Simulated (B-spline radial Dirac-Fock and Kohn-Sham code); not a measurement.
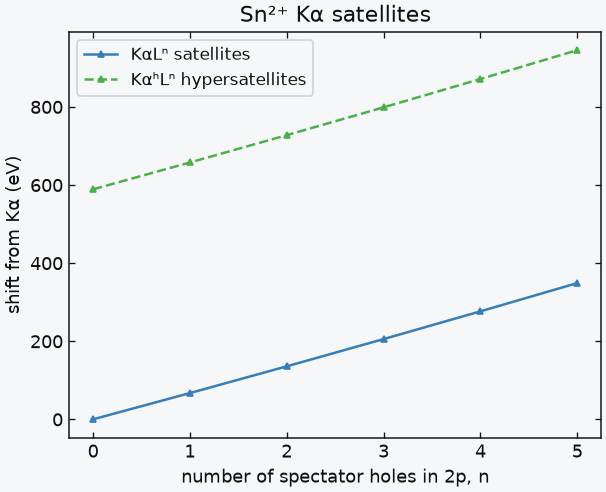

Shifts of Kα satellites and hypersatellites with the number of spectator holes in 2p, counted from the Kα line without spectators. Species: tin in charge state +2 (Sn²⁺) in the configuration [Kr] 4d10 5s2, inside a Watson sphere of charge −2 and radius 3 Å that stands in for a crystal. Computed with a B-spline radial code: Dirac–Fock ΔSCF (average of configuration, Fermi nucleus, Breit and QED terms, no correlation).

Q: What is the shift of the ordinary satellite (one 1s hole) with 5 spectator holes?

A: 349 eV.
